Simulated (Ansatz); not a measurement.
## Electronic structure of CH₄BClSi (SMILES B[SiH]=CCl) in real space

Input file:

```
crystal:
  periodic: [false, false, false]
  atoms:
    - { symbol: B, position_ang: [-0.73941, 1.52042, -0.26266] }
    - { symbol: Si, position_ang: [0.43082, 0.2038, 0.47204] }
    - { symbol: C, position_ang: [0.49158, -1.5212, 0.02213] }
    - { symbol: Cl, position_ang: [-0.55691, -2.19754, -1.17913] }
    - { symbol: H, position_ang: [-1.51598, 1.23513, -1.09152] }
    - { symbol: H, position_ang: [-0.71392, 2.63854, 0.09178] }
    - { symbol: H, position_ang: [1.45446, 0.39073, 1.5108] }
    - { symbol: H, position_ang: [1.14936, -2.26987, 0.43656] }
basis:
  gaussian: { orbitals: cc-pVDZ }
hamiltonian:
  xc: pbe
  dispersion: d4
relax:
  f_tol: 0.015
  max_steps: 40
output:
  orbitals: {}
```

Run with:

```sh
ansatz run input.yaml --threads 1 --pin off --max-ram 2048MiB --backend cpu --events-out ev --progress --plain --runs-dir out
```

The fields are those of the relaxed geometry.

These are results of RKS PBE-D4/cc-pVDZ in Ansatz 0.2.0, not measurements.

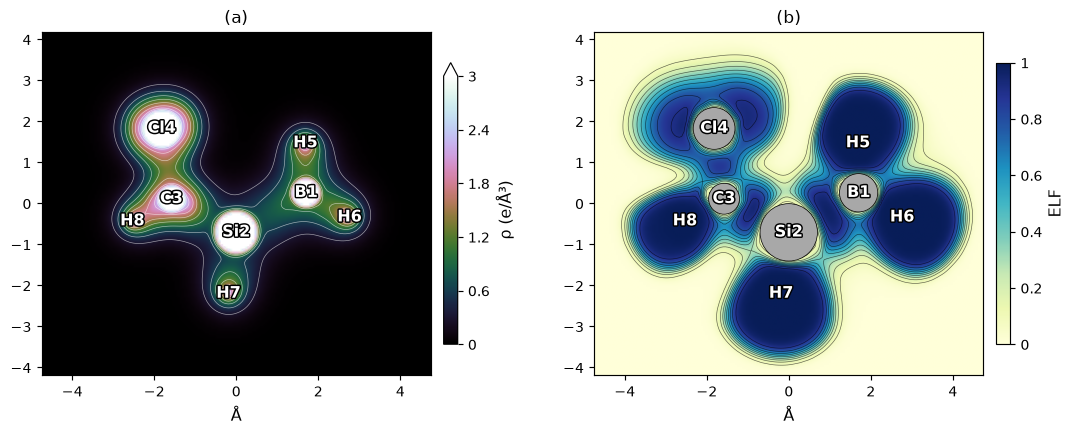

Figure 1. (a) total electron density; (b) ELF on the molecular plane. Grey discs cover the atomic cores in the ELF map.

What does the map show?

Answer. The section cuts through B, Si, C, Cl and H sites. C–Cl (1.73 Å): ρ at the midpoint is about 1.4 e/Å³; the ELF peaks at about 0.85 between the atoms; a shared electron pair. C–Si (1.78 Å): the density is about 1 e/Å³ at the midpoint; the ELF peaks at about 0.95 between the atoms: localised, covalent bonding. Si–B (1.96 Å): ρ at the midpoint is about 0.79 e/Å³; the ELF peaks at about 0.95 between the atoms: localised, covalent bonding. C–H (1.10 Å): ρ is about 1.9 e/Å³ halfway; the ELF climbs to about 1 towards the hydrogen, as it does in any bond to H (a covalent bond by its length). B–H (1.21 Å): ρ is about 1.2 e/Å³ halfway; the ELF climbs to about 1 towards the hydrogen; a covalent bond by its length. The ELF also peaks beside Cl4, away from the bonds: lone-pair regions.

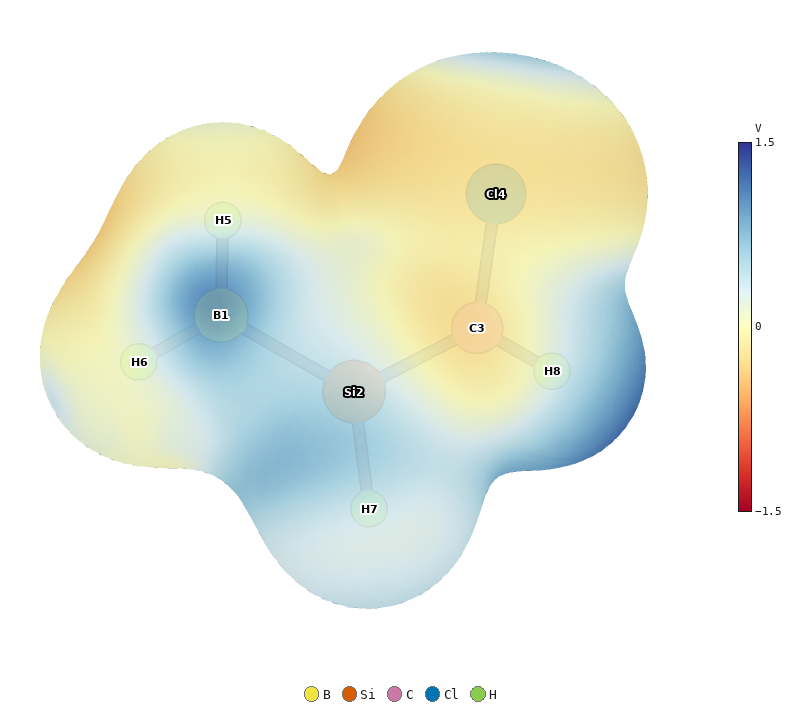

Figure 2. The electrostatic potential painted on the density surface at 0.002 e/bohr³, seen across its widest extent; the colour scale runs from red (negative) to blue (positive).

Describe the electrostatic potential map.

Answer. The most negative region (about −0.4 V) lies over Cl4, the most positive (about +1.2 V) over H8. Cl4 shows a σ-hole: about +0.6 V at the tip opposite its bond, against about −0.2 V on its flanks.

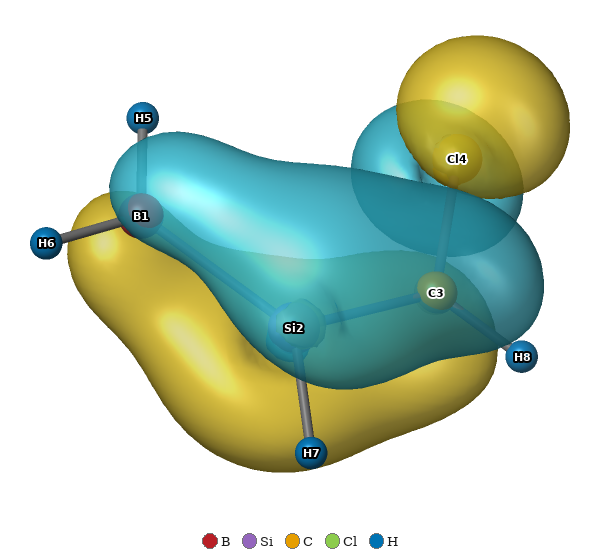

Figure 3. The HOMO at ±0.1 Å⁻³ᐟ² (yellow and cyan are the two phases), seen at a tilt.

What is the character of this orbital?

Answer. Its weight (Hirshfeld) is mainly on Si2 (about 40 %), C3 (about 25 %), Cl4 (about 20 %) and B1 (about 10 %); it changes sign across the molecular plane (π type); π-bonding across Si2–C3; π-antibonding (a node) across C3–Cl4. Its energy is −5.68 eV.
